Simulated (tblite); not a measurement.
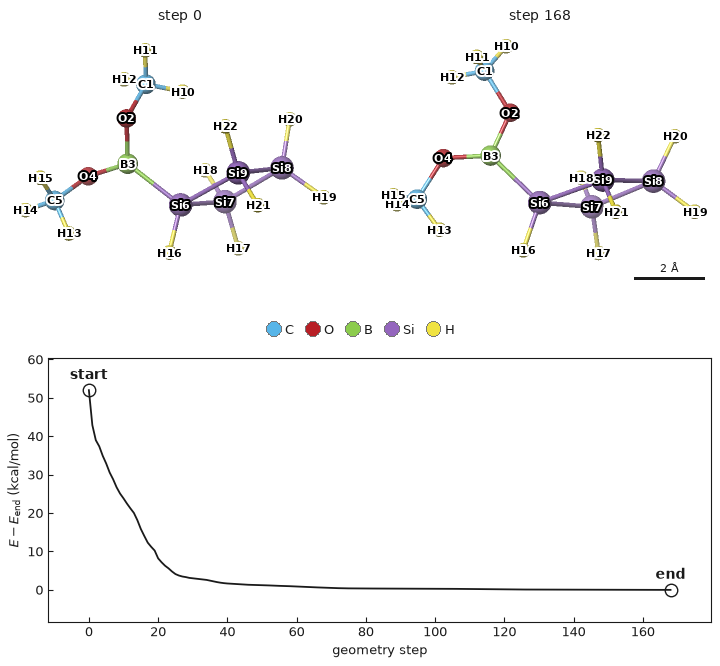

First and last geometry of a relaxation of C2H13BO2Si4, with the history of the run. The picture is a ball-and-stick view, seen face on.

These are results of tblite, GFN2-xTB geometry optimisation, gas phase, not measurements. 

Question: Read the history and describe the run.

Answer: It converged. Over 168 geometry steps the energy falls by 52.0 kcal/mol. The atom that moves furthest after the best rigid fit is H10 (1.74 Å). Largest moves by element: H 1.74 Å, O 1.15 Å, C 0.75 Å, Si 0.52 Å, B 0.26 Å. Among the contacts that change: Si6–Si7 2.235 → 2.370 Å, Si6–Si9 2.238 → 2.366 Å, B3–O4 1.481 → 1.357 Å, Si8–Si9 2.234 → 2.350 Å. Among the angles between lasting bonds that change: B3–O4–C5 107.7° → 125.6°, C1–O2–B3 108.9° → 123.9°, H17–Si7–H18 116.1° → 101.8°. Groups turn about C1–O2 by about 95°, B3–O4 by about 90°, O2–B3 by about 90°.

| step | E − E(0), kcal/mol |
| --- | --- |
| 0 | 0.00 |
| 1 | -9.11 |
| 2 | -13.03 |
| 3 | -14.65 |
| 4 | -17.10 |
| 5 | -19.11 |
| 6 | -21.45 |
| 7 | -23.21 |
| 8 | -25.29 |
| 9 | -26.92 |
| 10 | -28.18 |
| 18 | -40.80 |
| 27 | -48.53 |
| 35 | -49.61 |
| 43 | -50.51 |
| 52 | -50.85 |
| 60 | -51.14 |
| 68 | -51.44 |
| 77 | -51.64 |
| 85 | -51.67 |
| 93 | -51.69 |
| 101 | -51.72 |
| 110 | -51.78 |
| 118 | -51.84 |
| 126 | -51.92 |
| 135 | -51.98 |
| 143 | -51.99 |
| 151 | -52.00 |
| 160 | -52.01 |
| 168 | -52.01 |
